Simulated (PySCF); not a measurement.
System: BeSe.

```yaml
atoms:
  - { symbol: Be, position_ang: [0.0000, 0.0000, -1.6895] }
  - { symbol: Se, position_ang: [0.0000, 0.0000, 0.1905] }
```

Theory: PBE0/def2-SVP, non-relativistic Hamiltonian with scalar-relativistic core potentials where named, at a bond length of 1.880 Å (PySCF).

### Predict the electron density and electron localisation function between the atoms.

Be–Se (1.88 Å): ρ at the midpoint is about 0.84 e/Å³; the ELF peaks at about 0.70 in the valence shell of Se, 1.0 Å from its nucleus, and is about 0.70 at the midpoint.

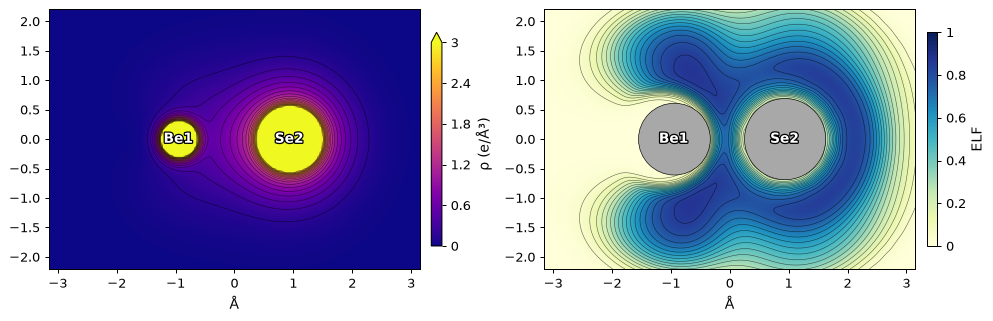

Computed electron density and electron localisation function on a plane that holds the molecular axis, in this order. Grey discs cover the atomic cores in the ELF map. 
